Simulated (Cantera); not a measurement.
A closed system holds: 1 mol C2H5OH, 40 mol H2, equilibrated at 670 Pa.

These are equilibrium values from Cantera (NASA tables, ideal gas, pure condensed phases), not measurements of a reactor. Candidate condensed phases: C, C6H6, C7H8, C8H18, H2O; 110 gas species. Equilibrium is a limit: real reactors are often held back by kinetics, nucleation or transport.

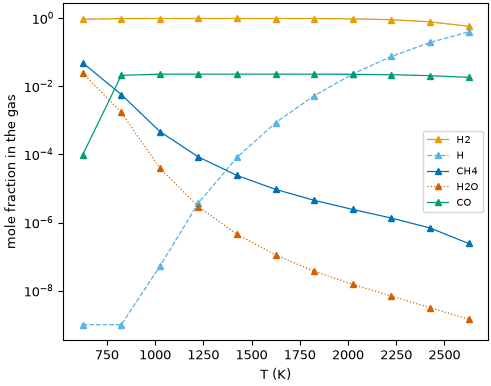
*Equilibrium gas composition (values under 1e-9 drawn at 1e-9)*

At 625 K nothing is condensed. From 825 K to 2425 K the condensed part is C(graphite). At 2625 K nothing is condensed. The main C-bearing gas is CH4 at 625 K and CO at 2625 K.
